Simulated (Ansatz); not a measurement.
System: CoCu2SnSe2S2.

Input

```
crystal:
  lattice:
    - [2.7846025843, 2.7832368013, -5.4983939738]
    - [2.7833936255, 2.7899432093, 5.5011672391]
    - [5.5586134956, -5.5637966162, -0.0039864193]
  atoms:
    - { symbol: Co, position: [0.0145257447, -0.0130463487, 0.0020018217], spin: 2.11 }
    - { symbol: Co, position: [0.4911116245, 0.4881875548, 0.4880809837], spin: -2.11 }
    - { symbol: Cu, position: [0.0187480971, 0.5101028561, 0.7382867693] }
    - { symbol: Cu, position: [0.4845057978, 0.0169086805, 0.2512374277] }
    - { symbol: Cu, position: [-0.0050391656, 0.5082316963, 0.2630566703] }
    - { symbol: Cu, position: [0.482576586, -0.0073688975, 0.7527383613] }
    - { symbol: Sn, position: [0.5045688405, 0.5004261386, 0.0040144123] }
    - { symbol: Sn, position: [0.0041119522, 0.0031424865, 0.5016769242] }
    - { symbol: Se, position: [0.0960312542, 0.3583400019, 0.0027381686] }
    - { symbol: Se, position: [0.5909725129, 0.8578504136, 0.497180625] }
    - { symbol: Se, position: [0.6370616171, 0.3663185188, 0.7259603954] }
    - { symbol: S, position: [0.1307870303, 0.8662507268, 0.2353431867] }
    - { symbol: Se, position: [0.6448356876, 0.9086255306, 0.0043299002] }
    - { symbol: S, position: [0.1411429854, 0.4001692794, 0.4962948459] }
    - { symbol: S, position: [0.6339301134, 0.3704073743, 0.2683581107] }
    - { symbol: S, position: [0.1301293219, 0.8654539882, 0.768701397] }
basis:
  ecutwfc: 420
kpoints:
  mp_grid: { grid: [6, 6, 6] }
  band_path: { path: [[0.0, 0.0, 0.0], [0.05, 0.0, 0.0]], npoints: 1 }
hamiltonian:
  xc: pbe
scf:
  occupations: { method: gaussian, width: 0.1 }
  n_extra_bands: 11
output:
  forces: true
  stress: true
  eigenvalues: true
  populations: true
  write_density: true
  write_potential: true
  elf: true
  volumetric_format: npy
magnetization:
  spin_polarized: true
```

Run with:

```sh
ansatz run input.yaml --threads 8 --pin off --max-ram 22528MiB --backend cpu --events-out ev --progress --plain --runs-dir out
```

Below, planes, directions and counts refer to the conventional cell (a = 6.76 Å, b = 6.77 Å, c = 7.86 Å, α = 89.92°, β = 89.98°, γ = 71.22°).

Space group P1; a generated structure, not necessarily the stable one; spin-polarised.

Computed with Ansatz, DFT PBE, scalar-relativistic, plane waves, PAW.

Question: What will maps of the valence pseudo-density, electron localisation function and spin density show?

Answer: Co–S (2.25 Å): ρ is about 0.61 e/Å³ halfway; the ELF peaks at about 0.90 in the valence shell of S, 0.8 Å from its nucleus, and is about 0.50 at the midpoint.
Co–Se (2.38 Å): ρ at the midpoint is about 0.52 e/Å³; the ELF is about 0.55 at the midpoint.
Sn–S (2.52 Å): ρ is about 0.48 e/Å³ halfway; the ELF peaks at about 0.85 in the valence shell of S, 0.8 Å from its nucleus, and is about 0.55 at the midpoint.
Sn–Se (2.63 Å): the density is about 0.44 e/Å³ at the midpoint; the ELF is about 0.60 at the midpoint.
The spin density sits on Co: +1.9 μB and −1.9 μB in one cell of 16 atoms, with smaller moments on Se (up to −0.06 μB) and S (±0.06 μB): ferrimagnetic (opposed moments on unlike sites) in this solution. The cell of the calculation (16 atoms) carries 0.0 μB of net spin moment.

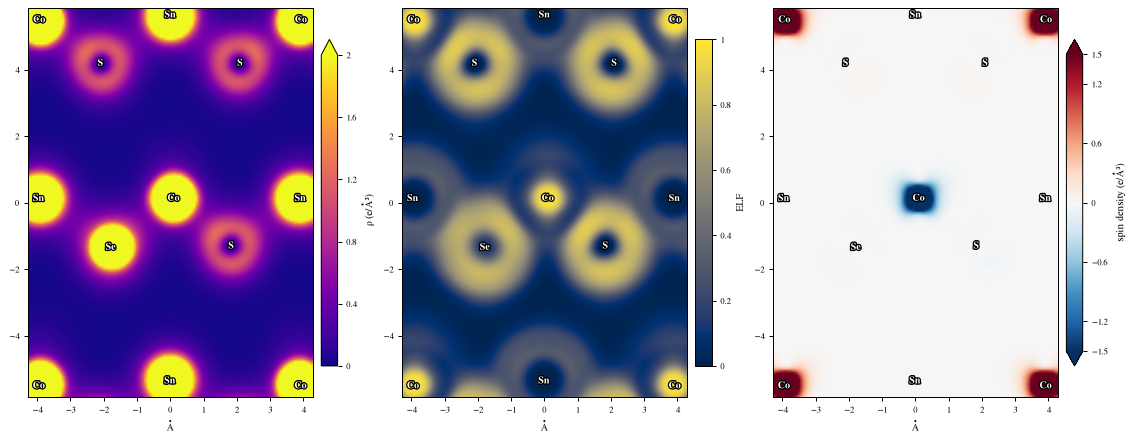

Computed valence pseudo-density, electron localisation function and spin density on the (11̄0) plane of the conventional cell, in this order. 

The density is the valence pseudo-density of a PAW calculation; it isn't the true density close to the nuclei.
